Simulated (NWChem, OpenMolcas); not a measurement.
## How basis sets differ on GeS (SMILES [S+]#[Ge-])

GeS: 2 atoms, total charge 0, spin state singlet. SMILES: `[S+]#[Ge-]`. The bond length is the measured one.

```xyz
2

S     0.0000    0.0000    0.0000
Ge    0.0000    0.0000    2.0121
```

Quantity: the dipole moment, in D. The values are calculated.

| level | kind | program | value (D) | CPU time |
| --- | --- | --- | --- | --- |
| HF/ANO-S-MB | Hartree–Fock | OpenMolcas | 2.77 | 2.1 s |
| HF/STO-3G | Hartree–Fock | OpenMolcas | 1.26 | 2 s |
| HF/3-21G | Hartree–Fock | NWChem | 3.64 | 4.1 s |
| HF/def2-SVP | Hartree–Fock | NWChem | 2.54 | 8.4 s |
| HF/def-TZVP (Cholesky decomposition) | Hartree–Fock | OpenMolcas | 2.95 | 2.6 s |
| HF/aug-cc-pVTZ | Hartree–Fock | OpenMolcas | 2.79 | 17 s |

All-electron rows without a relativistic Hamiltonian named are non-relativistic. The values span 1.26 to 3.64 D. Magnitudes only. Sets without polarisation functions give poor dipoles. Without the sets that lack polarisation functions the rows with a basis span only 2.54 to 2.95 D. Times are those of the runs behind each value, whatever else they computed, on shared processors of several kinds: orders of magnitude only.

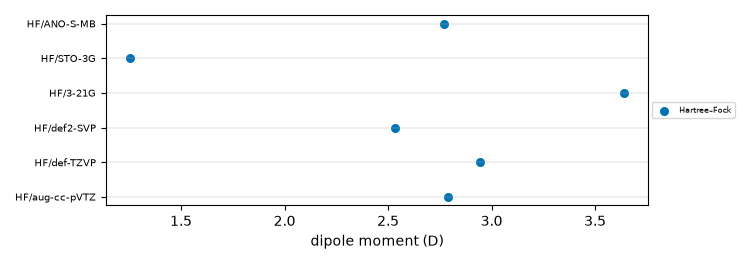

The values of the table, level by level.
